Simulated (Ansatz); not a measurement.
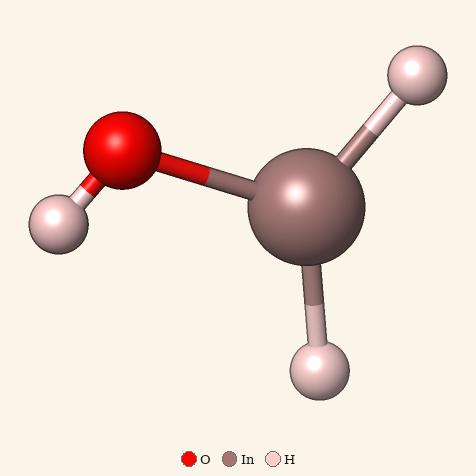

The geometry was computed by an optimisation with PBE-D4/def2-SVP. No frequency run is at hand to confirm it as a minimum.

Draw it as a skeletal formula.

SMILES: [OH][InH2]

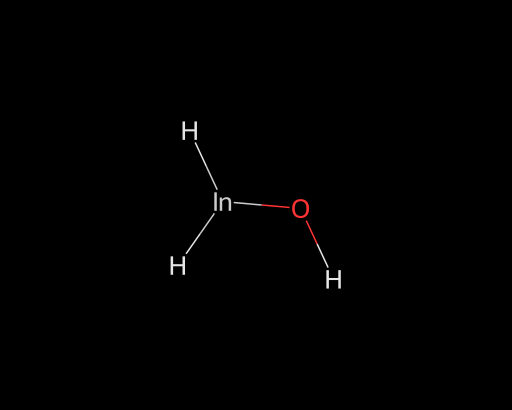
